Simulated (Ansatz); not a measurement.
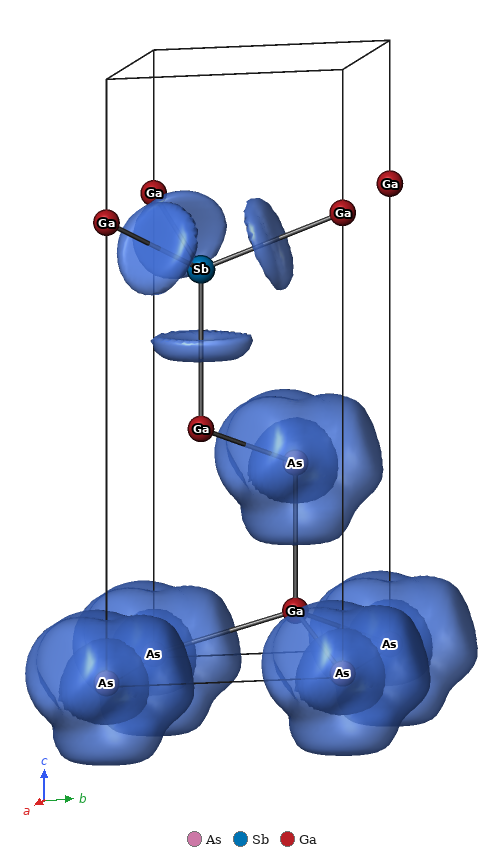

The picture shows: Ga$_{3}$SbAs$_{2}$. Isosurface of the ELF at 0.6 (blue), seen slightly off an axis. Core shells and regions of very low density are left out. Sticks mark near contacts.

Space group P3m1; started from the ordered alloy on zincblende lattice prototype, which need not be the ambient phase; computed pressure about 2 GPa in this cell.

Level of theory: DFT, PBE with spin-orbit coupling, plane waves, PAW in Ansatz 0.2.0.

In a PAW calculation such maps are meaningful between the atoms, not at the nuclei.

Input file:

```
crystal:
  lattice:
    - [4.1249356008, 0.0, 0.0]
    - [-2.0624678004, 3.5722990192, 0.0]
    - [0.0, 0.0, 10.1016363154]
  atoms:
    - { symbol: As, position: [0.0, 0.0, 0.0064430785] }
    - { symbol: As, position: [0.3333333333, 0.6666666667, 0.3267283983] }
    - { symbol: Sb, position: [0.6666666667, 0.3333333333, 0.6659695656] }
    - { symbol: Ga, position: [0.3333333333, 0.6666666667, 0.0831172545] }
    - { symbol: Ga, position: [0.6666666667, 0.3333333333, 0.4034927422] }
    - { symbol: Ga, position: [0.0, 0.0, 0.7642489609] }
kpoints:
  mp_grid: { grid: [12, 12, 4] }
  band_path:
    path:
      - [0.0, 0.0, 0.0]
      - [0.5, 0.0, 0.0]
      - [0.3333333333, 0.3333333333, 0.0]
      - [0.0, 0.0, 0.5]
      - [0.5, 0.0, 0.5]
      - [0.3333333333, 0.3333333333, 0.5]
      - [0.0, 0.0, 0.1]
    npoints: 1
hamiltonian:
  xc: pbe
scf:
  occupations: { method: fermi_dirac, width: 0.02 }
  n_extra_bands: 10
magnetization:
  noncollinear: true
  spin_orbit: true
output:
  forces: true
  stress: true
  eigenvalues: true
  write_density: true
  write_potential: true
  elf: true
  volumetric_format: npy
```

Run with:

```sh
ansatz run input.yaml --threads 4 --pin off --max-ram 6451MiB --backend cpu --events-out ev --progress --plain --runs-dir out
```

Below, planes, directions and counts refer to the conventional cell (a = 4.12 Å, b = 4.12 Å, c = 10.10 Å, α = 90.00°, β = 90.00°, γ = 120.00°).

Q: Where are the electrons localised?

A: The ELF exceeds this value in four regions between bonded Ga–Sb atoms (shared pairs) and two regions on As in which the atom's valence shell and bonds are merged, counted in one cell of 6 atoms. Any copies at cell faces, edges or corners count once. Along the contacts the grid gives the following. Ga–As (2.45 Å): the ELF peaks at about 0.80 between the atoms (a shared electron pair). Ga–Sb (2.58 Å): the ELF peaks at about 0.70 between the atoms.
